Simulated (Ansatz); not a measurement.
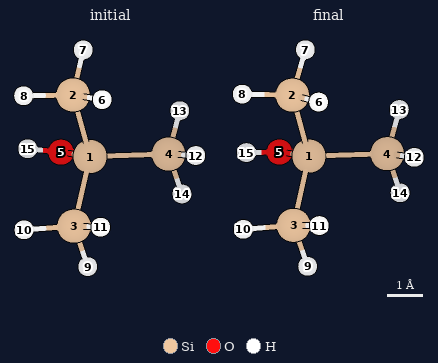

The structure of Si4H10O before (left) and after (right) a relaxation, at one scale.

The picture is a ball-and-stick view, seen from a free direction.

It is one of the separated reactants of a reaction.

Level of theory: RKS PBE0-D4/def2-TZVP (Ansatz 0.2.0).

Input file:
```yaml
crystal:
  periodic: [false, false, false]
  atoms:
    - {symbol: Si, position_ang: [-0.543052, -0.124519, 0.320771]}
    - {symbol: Si, position_ang: [1.242393, -0.631734, 1.759091]}
    - {symbol: Si, position_ang: [-2.202151, 0.995369, 1.546403]}
    - {symbol: Si, position_ang: [-1.427301, -2.117484, -0.529803]}
    - {symbol: O, position_ang: [-0.033771, 0.773127, -0.998839]}
    - {symbol: H, position_ang: [0.729947, -1.495875, 2.858166]}
    - {symbol: H, position_ang: [2.315843, -1.362255, 1.031984]}
    - {symbol: H, position_ang: [1.818332, 0.605714, 2.351024]}
    - {symbol: H, position_ang: [-3.409949, 1.249246, 0.714912]}
    - {symbol: H, position_ang: [-1.692801, 2.297763, 2.057013]}
    - {symbol: H, position_ang: [-2.588024, 0.146164, 2.706996]}
    - {symbol: H, position_ang: [-1.833888, -2.976874, 0.614860]}
    - {symbol: H, position_ang: [-0.408736, -2.844003, -1.337146]}
    - {symbol: H, position_ang: [-2.617503, -1.861439, -1.385366]}
    - {symbol: H, position_ang: [0.463211, 1.582481, -0.794794]}
basis:
  gaussian: {orbitals: def2-TZVP}
hamiltonian: {xc: pbe0, dispersion: d4}
relax: {f_tol: 0.005, max_steps: 200}
```

Launched with:
```bash
ansatz run in.yaml --threads 4 --pin off --events-out ev --progress --plain --max-ram 63488MiB --backend cuda --devices 0, --max-vram 37GiB
```

Describe what moved and what it gained.

The atom that moves furthest after the best rigid fit is H7 (0.12 Å). Largest moves by element: H 0.12 Å, Si 0.03 Å, O 0.02 Å. Some distances before and after: O5–H15 0.971 → 0.959 Å, Si1–O5 1.675 → 1.666 Å. After 9 accepted moves (11 points after the start) the energy has fallen by 0.009 eV. The largest force component goes from 0.51 to 0.0023 eV/Å. The line search rejected the trial steps at points 4, 8 of the run. The forces were under the threshold at step 5, but the run went on from there.
